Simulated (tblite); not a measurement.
# Geometry relaxation of C₆H₁₀OSi (charge +1)

System: C₆H₁₀OSi, charge +1, multiplicity 2.
Method: GFN2-xTB geometry optimisation, gas phase (tblite 0.8.0).

It belongs to a series of runs on one base structure; here: electron removed.

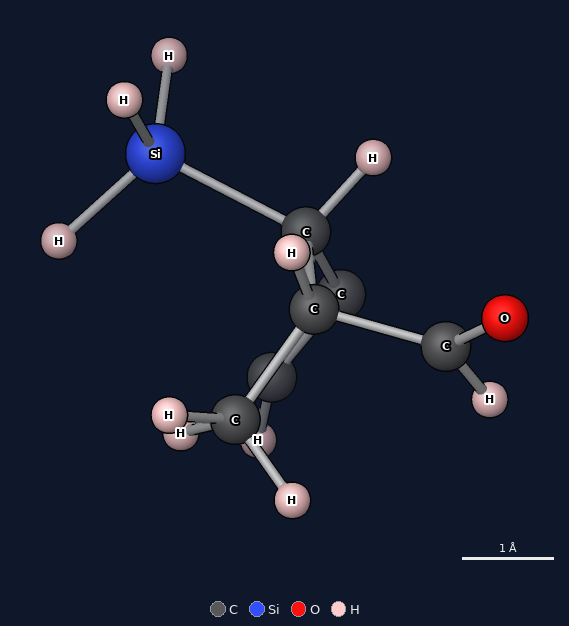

**Figure 1.** The starting structure (ball-and-stick view, seen at a tilt). Bond lengths as drawn: C–C 1.33 to 1.52 Å, C–H 1.07 to 1.13 Å, C–O 1.21 Å, C–Si 1.87 Å and H–Si 1.45 to 1.49 Å.

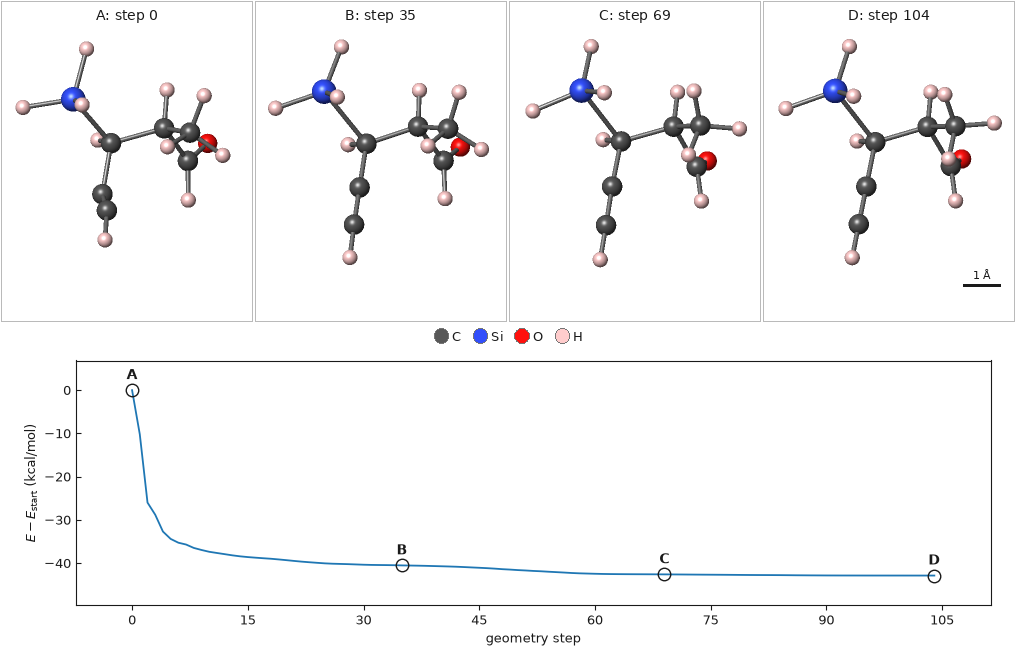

**Figure 2.** Frames of the relaxation (ball-and-stick view, seen at a tilt) above the curves, on which the letters mark them (steps are counted from 0).

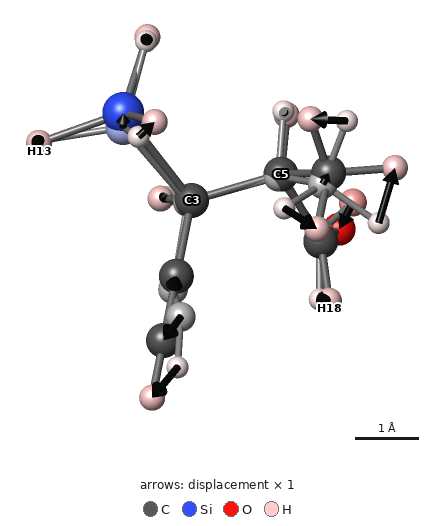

**Figure 3.** Start (faint) and end (solid) with the displacements as black arrows, at true length (ball-and-stick view, seen at a tilt). The two geometries are laid on each other by the best rigid fit. The energy falls by 42.9 kcal/mol in 104 geometry steps. The largest force component goes from 7.5 to 0.009 eV/Å. The largest move after the best rigid fit is that of H17, 0.93 Å. By element the largest moves are H 0.93 Å, C 0.58 Å, O 0.49 Å, Si 0.25 Å. Distances before and after: C3–Si4 1.869 → 2.071 Å, C1–C2 1.326 → 1.208 Å, C2–C3 1.475 → 1.412 Å, C6–H16 1.132 → 1.089 Å. Among the angles that change: C1–C2–C3 123.4° → 179.2°, C2–C1–H9 149.3° → 177.9°, C5–C7–H18 121.5° → 111.5°. (Atoms are counted from 1 in the order of the input.)

These pictures come from the run below.

**The input**
```
{"job": {"kind": "relax", "xc": "GFN2-xTB", "basis": "xTB"}, "charge": 1, "multiplicity": 2}
C      0.388500     2.306600     0.311700
C      0.457700     1.527400    -0.758800
C      0.606800     0.061200    -0.688900
Si     2.098400    -0.466400     0.305500
C     -0.643700    -0.681400    -0.260200
C     -1.158500    -0.326300     1.093200
C     -1.685800    -0.354200    -1.304300
O     -2.193100    -1.243800    -1.958000
H      0.290100     3.285300     0.732200
H      0.819100    -0.265100    -1.729300
H      2.036600     0.083300     1.678500
H      2.119300    -1.949900     0.392600
H      3.273200    -0.042200    -0.424100
H     -0.451700    -1.780200    -0.301200
H     -0.572700     0.453500     1.622400
H     -1.165800    -1.246100     1.753400
H     -2.218000    -0.021400     1.005600
H     -2.009300     0.666000    -1.482100
```

The first line tells a small driver script what to run in tblite; the rest is the geometry in Å.

Command:
```bash
OMP_NUM_THREADS=1 python <driver script> task.json out
```

**What the program printed**
```
step      E/eV     max force
  0    -628.77786    7.666
  1    -629.22043   11.866
  2    -629.90482    3.198
  3    -630.02660    2.084
  4    -630.19536    1.109
  5    -630.26905    0.607
  6    -630.30719    0.492
  7    -630.32551    0.418
  8    -630.35955    0.477
  9    -630.38009    0.404
 10    -630.39827    0.327
 11    -630.41025    0.295
 12    -630.42197    0.347
 13    -630.43387    0.314
 14    -630.44375    0.237
 15    -630.45125    0.394
 16    -630.45721    0.283
 17    -630.46285    0.231
 18    -630.46807    0.253
 19    -630.47488    0.344
 20    -630.48216    0.346
 21    -630.48990    0.338
 22    -630.49711    0.204
 23    -630.50321    0.189
 24    -630.50884    0.240
 25    -630.51426    0.278
 26    -630.51781    0.164
 27    -630.51998    0.096
 28    -630.52218    0.132
 29    -630.52498    0.229
 30    -630.52785    0.215
 31    -630.52982    0.091
 32    -630.53087    0.073
 33    -630.53169    0.248
 34    -630.53284    0.165
 35    -630.53487    0.087
 36    -630.53601    0.085
 37    -630.53734    0.108
 38    -630.53901    0.156
 39    -630.54110    0.153
 40    -630.54322    0.116
 41    -630.54537    0.115
 42    -630.54794    0.145
 43    -630.55126    0.213
 44    -630.55494    0.223
 45    -630.55851    0.163
 46    -630.56235    0.177
 47    -630.56700    0.206
 48    -630.57255    0.241
 49    -630.57661    0.327
 50    -630.58165    0.215
 51    -630.58548    0.161
 52    -630.59011    0.133
 53    -630.59359    0.160
 54    -630.59813    0.176
 55    -630.60221    0.191
 56    -630.60639    0.235
 57    -630.61090    0.301
 58    -630.61425    0.157
 59    -630.61644    0.160
 60    -630.61858    0.094
 61    -630.62042    0.080
 62    -630.62158    0.069
 63    -630.62226    0.060
 64    -630.62277    0.047
 65    -630.62319    0.056
 66    -630.62353    0.063
 67    -630.62387    0.045
 68    -630.62427    0.043
 69    -630.62471    0.072
 70    -630.62518    0.096
 71    -630.62572    0.099
 72    -630.62632    0.072
 73    -630.62693    0.050
 74    -630.62749    0.049
 75    -630.62799    0.050
 76    -630.62847    0.058
 77    -630.62900    0.060
 78    -630.62963    0.063
 79    -630.63029    0.078
 80    -630.63086    0.062
 81    -630.63128    0.049
 82    -630.63158    0.046
 83    -630.63189    0.043
 84    -630.63230    0.057
 85    -630.63291    0.057
 86    -630.63368    0.063
 87    -630.63416    0.073
 88    -630.63471    0.068
 89    -630.63507    0.050
 90    -630.63549    0.036
 91    -630.63569    0.041
 92    -630.63590    0.031
 93    -630.63599    0.020
 94    -630.63610    0.023
 95    -630.63620    0.026
 96    -630.63628    0.021
 97    -630.63632    0.016
 98    -630.63635    0.016
 99    -630.63637    0.014
100    -630.63642    0.014
101    -630.63647    0.014
102    -630.63651    0.015
103    -630.63654    0.012
104    -630.63656    0.009
```

**Trajectory as extended XYZ (Å, eV, eV/Å), 6 of the 105 frames kept, from step=0 to step=104**
```
18
Properties=species:S:1:pos:R:3:forces:R:3 step=0 energy=-628.77786
C     0.3885    2.3066    0.3117   -0.0630  -2.3460  -5.6750
C     0.4577    1.5274   -0.7588    0.0150   1.4990   7.5180
C     0.6068    0.0612   -0.6889   -1.7240   1.4800  -3.5080
Si    2.0984   -0.4664    0.3055    2.0240  -1.1440   1.8280
C    -0.6437   -0.6814   -0.2602    1.0780  -0.3800   0.0990
C    -1.1585   -0.3263    1.0932   -0.8730  -0.5910   1.7240
C    -1.6858   -0.3542   -1.3043   -1.6080  -2.4290  -1.8860
O    -2.1931   -1.2438   -1.9580    0.9390   1.5080   1.1470
H     0.2901    3.2853    0.7322    0.1150  -0.2430  -0.1350
H     0.8191   -0.2651   -1.7293    0.2440  -0.1340   0.3260
H     2.0366    0.0833    1.6785   -0.1820   0.0040  -0.3850
H     2.1193   -1.9499    0.3926   -0.2640   0.3820  -0.1440
H     3.2732   -0.0422   -0.4241    0.0960   0.2770  -0.2400
H    -0.4517   -1.7802   -0.3012   -0.1050   0.6380  -0.2410
H    -0.5727    0.4535    1.6224   -0.4560  -0.2670  -0.5520
H    -1.1658   -1.2461    1.7534    0.0100   1.0120  -0.6340
H    -2.2180   -0.0214    1.0056    0.5040   0.1210   0.3780
H    -2.0093    0.6660   -1.4821    0.2520   0.6150   0.3820
18
Properties=species:S:1:pos:R:3:forces:R:3 step=21 energy=-630.48990
C     0.3929    2.5500    0.1398   -0.0200  -0.1170  -0.2480
C     0.4636    1.4276   -0.3106    0.1300   0.1170   0.0250
C     0.5655    0.0620   -0.6646    0.0570   0.0060   0.0720
Si    2.2477   -0.5967    0.3807   -0.0160   0.0060  -0.0020
C    -0.6236   -0.7580   -0.2708   -0.2530   0.1110  -0.1940
C    -1.2056   -0.4016    1.0950   -0.0220  -0.0490   0.0780
C    -1.7396   -0.4048   -1.3125    0.0310   0.0130   0.0270
O    -2.2369   -1.2089   -2.0162    0.0260  -0.0060  -0.0030
H     0.3089    3.5621    0.4226    0.0050  -0.0520   0.0000
H     0.8828   -0.0953   -1.6974   -0.0270   0.0370   0.0760
H     2.0668    0.0126    1.6947   -0.0190  -0.0600   0.0150
H     2.1112   -2.0498    0.3180   -0.0250   0.0420  -0.0200
H     3.2990   -0.0041   -0.4356    0.0200   0.0120  -0.0140
H    -0.4502   -1.8335   -0.3908    0.0310   0.1450   0.0300
H    -0.6379    0.4078    1.5452   -0.0650   0.0480   0.0510
H    -1.1937   -1.2537    1.7635    0.0270  -0.1500   0.0220
H    -2.2431   -0.0757    1.0220    0.0260  -0.0110   0.0060
H    -2.0164    0.6662   -1.2946    0.0960  -0.0920   0.0790
18
Properties=species:S:1:pos:R:3:forces:R:3 step=42 energy=-630.54794
C     0.4105    2.6413   -0.0649    0.0250  -0.0890  -0.0880
C     0.5020    1.4661   -0.3376   -0.0750   0.0960   0.0780
C     0.5726    0.0829   -0.6068    0.0030   0.0170  -0.0140
Si    2.2372   -0.6246    0.4029   -0.0600   0.0450  -0.0210
C    -0.6363   -0.7258   -0.2343    0.1120   0.0070   0.0540
C    -1.2222   -0.4900    1.1599    0.0370  -0.0120  -0.0570
C    -1.7185   -0.3232   -1.2678    0.0290   0.0530  -0.1110
O    -2.1566   -1.0754   -2.0629   -0.0610  -0.0150  -0.0310
H     0.3344    3.6797    0.0974    0.0010  -0.0400   0.0260
H     0.8920   -0.0988   -1.6347   -0.0130  -0.0250  -0.0100
H     2.0110   -0.1556    1.7631   -0.0170  -0.0160   0.0650
H     2.0535   -2.0526    0.1717    0.0690  -0.0500   0.0180
H     3.3063    0.0445   -0.3276    0.0160  -0.0110   0.0070
H    -0.4457   -1.7867   -0.4204   -0.0360  -0.0030   0.0650
H    -0.7763    0.3732    1.6508   -0.0130   0.0070  -0.1130
H    -1.0720   -1.3696    1.7820    0.0030   0.0320  -0.0150
H    -2.2965   -0.3159    1.0987    0.0260  -0.0440   0.0730
H    -2.0041    0.7367   -1.1811   -0.0460   0.0480   0.0760
18
Properties=species:S:1:pos:R:3:forces:R:3 step=62 energy=-630.62158
C     0.4232    2.6078   -0.2491    0.0250  -0.0420   0.0140
C     0.5048    1.4149   -0.4250    0.0290   0.0570  -0.0170
C     0.5696    0.0194   -0.6386   -0.0180   0.0130  -0.0040
Si    2.1757   -0.6509    0.4713    0.0460   0.0030   0.0510
C    -0.6703   -0.7350   -0.2526   -0.0270  -0.0170   0.0080
C    -1.1511   -0.5230    1.1747   -0.0480  -0.0010   0.0210
C    -1.7368   -0.1689   -1.2290   -0.0180   0.0300  -0.0240
O    -2.1291   -0.7458   -2.1791    0.0070  -0.0210   0.0130
H     0.3503    3.6513   -0.1271   -0.0020  -0.0130   0.0030
H     0.9040   -0.2108   -1.6516    0.0020   0.0060  -0.0040
H     1.7627   -0.3490    1.8400    0.0230   0.0280  -0.0200
H     2.1927   -2.0707    0.1344   -0.0250  -0.0050  -0.0250
H     3.2567    0.1658   -0.0686   -0.0150  -0.0140  -0.0030
H    -0.5773   -1.7969   -0.4917    0.0460  -0.0370   0.0350
H    -0.9748    0.4986    1.5064   -0.0400  -0.0120  -0.0470
H    -0.6365   -1.2080    1.8463    0.0100   0.0000  -0.0250
H    -2.2155   -0.7364    1.2603    0.0220  -0.0080  -0.0050
H    -2.0571    0.8437   -0.9328   -0.0160   0.0330   0.0280
18
Properties=species:S:1:pos:R:3:forces:R:3 step=83 energy=-630.63189
C     0.4609    2.6055   -0.2138    0.0200   0.0280   0.0260
C     0.5227    1.4163   -0.4177   -0.0050  -0.0040   0.0110
C     0.5719    0.0225   -0.6373   -0.0150   0.0150   0.0080
Si    2.1957   -0.6401    0.4698   -0.0260  -0.0210  -0.0180
C    -0.6689   -0.7359   -0.2578    0.0050   0.0070  -0.0210
C    -1.1824   -0.5242    1.1576    0.0200   0.0120  -0.0320
C    -1.7479   -0.1778   -1.2272   -0.0260  -0.0130   0.0020
O    -2.1484   -0.7613   -2.1696    0.0200  -0.0140  -0.0190
H     0.4079    3.6471   -0.0661   -0.0060  -0.0190  -0.0160
H     0.9126   -0.2094   -1.6486   -0.0250   0.0060   0.0140
H     1.8377   -0.2731    1.8363   -0.0050   0.0140  -0.0010
H     2.1319   -2.0647    0.1557    0.0130  -0.0140   0.0160
H     3.2893    0.1190   -0.1240   -0.0130  -0.0070  -0.0080
H    -0.5597   -1.7992   -0.4877    0.0120  -0.0020   0.0060
H    -1.1298    0.5251    1.4365   -0.0080   0.0130   0.0270
H    -0.5990   -1.1136    1.8620    0.0140  -0.0040  -0.0100
H    -2.2157   -0.8551    1.2372    0.0000  -0.0140   0.0240
H    -2.0877    0.8252   -0.9170    0.0240   0.0150  -0.0110
18
Properties=species:S:1:pos:R:3:forces:R:3 step=104 energy=-630.63656
C     0.4847    2.6134   -0.1609    0.0000  -0.0070   0.0010
C     0.5188    1.4269   -0.3872    0.0000   0.0090  -0.0010
C     0.5614    0.0373   -0.6323    0.0040   0.0020  -0.0030
Si    2.1857   -0.6452    0.4556    0.0060   0.0030   0.0050
C    -0.6729   -0.7321   -0.2594   -0.0010   0.0030   0.0000
C    -1.1905   -0.5195    1.1533   -0.0050  -0.0020  -0.0030
C    -1.7456   -0.1985   -1.2492   -0.0030  -0.0070   0.0010
O    -2.1343   -0.8077   -2.1805    0.0030   0.0030  -0.0050
H     0.4443    3.6529    0.0001   -0.0070   0.0020  -0.0020
H     0.8941   -0.1769   -1.6493   -0.0050   0.0010  -0.0070
H     1.8710   -0.2024    1.8108    0.0040  -0.0010  -0.0020
H     2.0906   -2.0824    0.2172   -0.0080  -0.0040   0.0030
H     3.2775    0.0573   -0.2071    0.0040  -0.0040   0.0040
H    -0.5464   -1.7959   -0.4791   -0.0030   0.0050   0.0020
H    -1.2068    0.5361    1.4142    0.0080  -0.0020   0.0010
H    -0.5605   -1.0536    1.8624    0.0040   0.0050  -0.0010
H    -2.1975   -0.9190    1.2533   -0.0040  -0.0020   0.0020
H    -2.0822    0.8156   -0.9734    0.0020  -0.0040   0.0060
```

**Results in brief**

| quantity | value |
| --- | --- |
| outcome | converged |
| total energy | −630.6366 eV |
| hardware | 1 CPU thread, shared host |
| wall time | 0.81 s |
| peak memory | 0.18 GiB |
